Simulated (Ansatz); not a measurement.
**Frequency calculation of CH$_{8}$GeS**

CH$_{8}$GeS, computed with RKS PBE0-D4/def2-mTZVP (Ansatz 0.2.0).

It belongs to a series of runs on one base structure; here: vibrations at the highest image of the band. Figures and captions count atoms from 1; the log counts them from 0 in places.

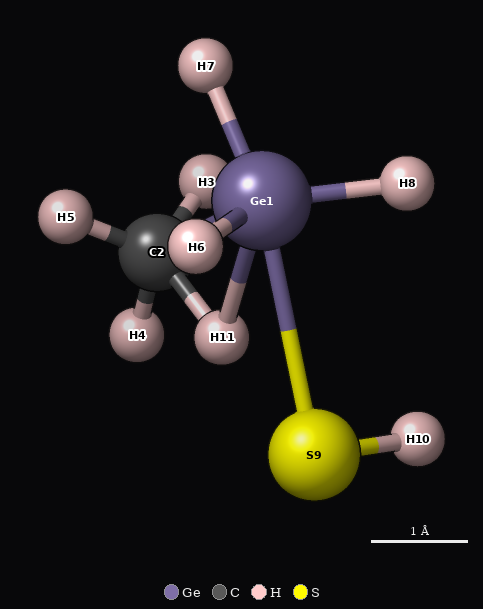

The input geometry (ball-and-stick view, seen at a tilt; atoms are numbered from 1 in the order of the input). Sticks mark near contacts.

**Input**
```yaml
crystal:
  periodic: [false, false, false]
  atoms:
    - { symbol: Ge, position_ang: [-0.051237, -0.269487, -0.018028] }
    - { symbol: C, position_ang: [0.037642, -0.025366, 2.22971] }
    - { symbol: H, position_ang: [-1.043797, -0.002891, 2.354784] }
    - { symbol: H, position_ang: [0.46043, -0.503782, 3.12098] }
    - { symbol: H, position_ang: [0.455698, 0.978819, 2.177059] }
    - { symbol: H, position_ang: [1.250903, 0.092255, -0.731175] }
    - { symbol: H, position_ang: [-0.876661, 1.052943, 0.086622] }
    - { symbol: H, position_ang: [-1.02524, -1.301982, -0.588535] }
    - { symbol: S, position_ang: [1.390351, -2.442772, 0.794165] }
    - { symbol: H, position_ang: [0.324913, -3.243187, 1.030974] }
    - { symbol: H, position_ang: [0.612298, -1.030948, 1.63384] }
basis:
  gaussian: { orbitals: def2-mTZVP }
hamiltonian:
  xc: pbe0
  dispersion: d4
phonons: {}
```

Run as:
```bash
ansatz run input.yaml --threads 2 --pin off --max-ram 3072MiB --backend cpu --events-out ev --progress --plain --runs-dir out
```

**What the program printed**
```
Engine: ansatz 0.2.0, aarch64-unknown-linux-gnu
Functional definition: PBE0
  parameter a = 0.25
  parameter kappa = 0.804
  parameter beta = 0.06672455060314922
  exchange = (1 - a)*pbe_x(kappa = kappa, mu = beta*pi^2/3) + a*exact_x
  correlation = pbe_c(beta = beta)
1041 factors; integrals over basis functions are off by at most 6.1e-4 eV
mean field evaluation 1: about -68501.3774 eV, gradient 4.8e1 eV
mean field evaluation 2: about -68499.2002 eV, gradient 5.5e1 eV
mean field evaluation 4: about -68506.1732 eV, gradient 2.6e0 eV
mean field evaluation 8: about -68506.2152 eV, gradient 1.9e-1 eV
mean field evaluation 16: about -68506.2152 eV, gradient 2.7e-5 eV
mean field -68506.21522903 eV, -2517.5569744864 hartree, gradient 2.6e-5 eV, S^2 0.000000; 0 other end points of the search recorded, 0 dependent functions left out
the calculation of the forces begins
reference -68506.21525957 eV, -2517.5569756088 hartree; 31, 31 occupied and 70, 70 virtual orbitals, 1041 factors
these checks for a lower state are left out or cut short: stability, starts, cluster_reference, orbital_swaps, neighbouring_geometries, increment
1041 factors; integrals over basis functions are off by at most 6.1e-4 eV
mean field -68506.21516394 eV, -2517.5569720943 hartree, gradient 2.0e-6 eV, S^2 0.000000; 0 other end points of the search recorded, 0 dependent functions left out
[... from here on the field's lines of each further geometry are left out, up to the last ...]
the calculation of the forces begins
reference -68506.21515819 eV, -2517.5569718831 hartree; 31, 31 occupied and 70, 70 virtual orbitals, 1041 factors
these checks for a lower state are left out or cut short: stability, starts, cluster_reference, orbital_swaps, neighbouring_geometries, increment
1041 factors; integrals over basis functions are off by at most 6.1e-4 eV
mean field -68506.21529376 eV, -2517.5569768650 hartree, gradient 2.8e-6 eV, S^2 0.000000; 0 other end points of the search recorded, 0 dependent functions left out
the calculation of the forces begins
reference -68506.21532430 eV, -2517.5569779875 hartree; 31, 31 occupied and 70, 70 virtual orbitals, 1041 factors
WARN: phonons: modes at or below zero, which the zero-point energy, F, S and C_V leave out: 1, the lowest at -1189.76 cm⁻¹. A minimum has none, and a first-order saddle one
Total energy: -68506.39709090 eV, -2517.5636577868 hartree
Atom 0 at    -0.051237    -0.269487    -0.018028 Å, force     0.013323     0.002430     0.035578 eV/Å
Atom 1 at     0.037642    -0.025366     2.229710 Å, force    -0.021244     0.033163    -0.036932 eV/Å
Atom 2 at    -1.043797    -0.002891     2.354784 Å, force     0.002047     0.002917     0.013895 eV/Å
Atom 3 at     0.460430    -0.503782     3.120980 Å, force    -0.002549    -0.012201     0.021033 eV/Å
Atom 4 at     0.455698     0.978819     2.177059 Å, force    -0.000210    -0.008222     0.004185 eV/Å
Atom 5 at     1.250903     0.092255    -0.731175 Å, force     0.007807     0.002209    -0.002666 eV/Å
Atom 6 at    -0.876661     1.052943     0.086622 Å, force    -0.002697     0.010583    -0.002961 eV/Å
Atom 7 at    -1.025240    -1.301982    -0.588535 Å, force    -0.016071    -0.016724    -0.001922 eV/Å
Atom 8 at     1.390351    -2.442772     0.794165 Å, force     0.008900    -0.004095     0.001349 eV/Å
Atom 9 at     0.324913    -3.243187     1.030974 Å, force    -0.001759    -0.001599    -0.000912 eV/Å
Atom 10 at     0.612298    -1.030948     1.633840 Å, force     0.012454    -0.008461    -0.030648 eV/Å
Dipole moment:    -0.516273     0.525777     0.179257 e Å
Vibrations: -1189.76 190.20 203.91 221.03 281.74 295.84 422.80 523.52 600.55 631.60 659.27 737.33 816.68 908.51 958.97 1175.56 1302.19 1361.85 1470.95 1593.65 2035.00 2168.43 2212.11 2667.73 3051.74 3134.81 3190.19 cm⁻¹, zero-point energy 2.034343 eV
```

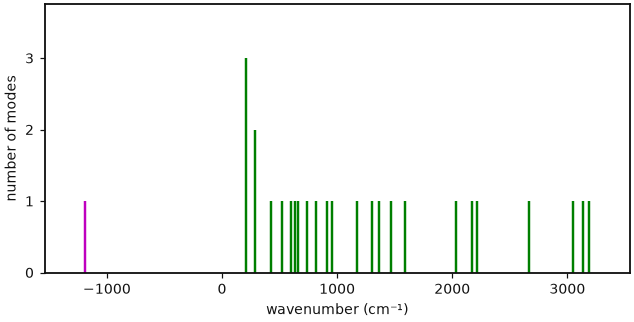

Harmonic vibrational wavenumbers from the force constants; neighbouring modes closer than 20 cm⁻¹ are counted in one stick, and imaginary ones are drawn at negative wavenumbers. 27 modes from 1190i to 3190 cm⁻¹, 1 imaginary beyond 8i (1190i cm⁻¹): a first-order saddle point, if the geometry is stationary.

**Summary**

- outcome: converged
- total energy: −68506.3971 eV
- mean-field energy: −68506.2153 eV
- largest force (length of the vector): 0.054 eV/Å
- hardware: 2 threads of Arm Neoverse V2, 24 GiB of memory available, shared host
- wall time: 98 s (CPU time 3.1 min)
- peak memory: 0.22 GiB
